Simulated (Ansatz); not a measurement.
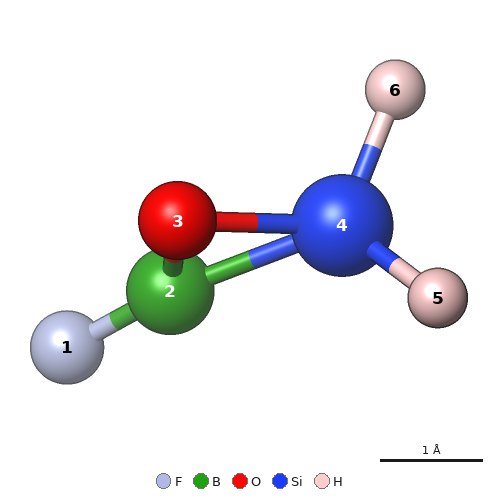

Orthographic view. Depth is shown by fading: the farther an atom, the more it takes the colour of the background. The computed structure is the end point of a PBE0-D4/def2-TZVP optimisation. No frequency run is at hand to confirm it as a minimum.

Give the geometry as a Z-matrix, atoms in numerical order, with these reference atoms: 2 to 1; 3 to 2, 1; 4 to 3, 2, 1; 5 to 4, 3, 2; 6 to 4, 5, 3.

```
F  
B    1   1.307
O    2   1.344   1   130.7
Si   3   1.751   2    73.9   1   180.0
H    4   1.481   3   112.8   2  -117.0
H    4   1.481   5   110.3   3   127.2
```
